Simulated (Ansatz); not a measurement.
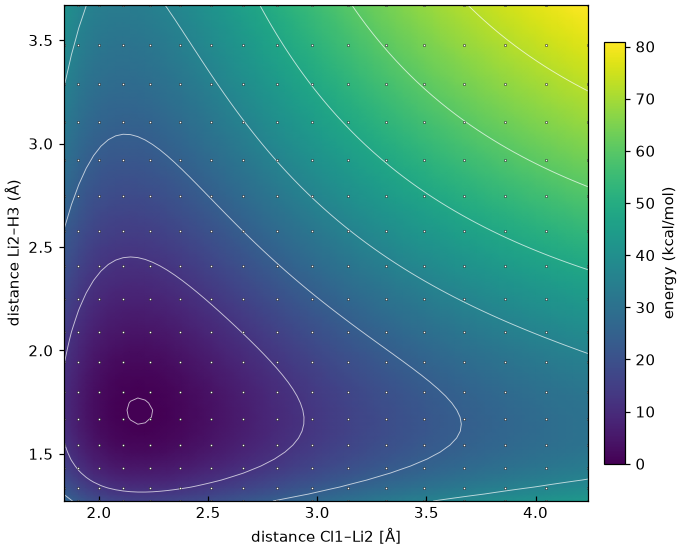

The system Cl⁻ + LiH. First axis: distance Cl1–Li2. Second axis: distance Li2–H3. Nothing is relaxed (the angle Cl1–Li2–H3 is fixed at 180 degrees). The scan uses a 17 × 17 grid. Points are written as (first, second). Energies: kcal/mol, counted from the lowest grid point. The restricted reference is unstable at some or all points, so the energies there are unreliable. Computed with RHF-MP2, frozen core/aug-cc-pVTZ (Ansatz).

In the figure: a smooth colour map with a few white contour lines, dots at the grid points. Between grid points the surface is interpolated.

The lowest grid point is at (2.236 Å, 1.668 Å). It is the only kind of minimum in the scanned range. The highest grid point, (4.240 Å, 3.672 Å), lies 80.9 kcal/mol above the lowest. Round the minimum the two coordinates are weakly coupled (coupling 0.05 in units of the two stiffnesses).

The level of theory is changed to RHF/aug-cc-pVTZ (Ansatz 0.2.0); with it change the reference geometry, relaxed at the new level; the new grid has 17 × 17 points, laid about the new relaxed structure. The reference is spin-restricted, so regions where a bond is pulled apart into radicals lie too high.

How does the landscape change?

The minimum (interpolated where it lies between grid points) moves from about (2.183 Å, 1.705 Å) to about (2.199 Å, 1.734 Å). The curvature at the minimum changes by less than a tenth (about 4.6) eV/Å² along distance Cl1–Li2 and by less than a tenth (about 4.1) eV/Å² along distance Li2–H3.

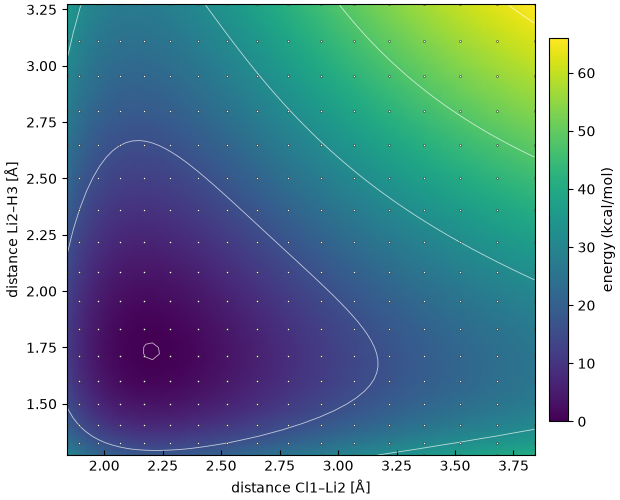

The map after the change, on a colour scale of its own. In the figure: a smooth colour map with a few white contour lines, dots at the grid points. Between grid points the surface is interpolated.
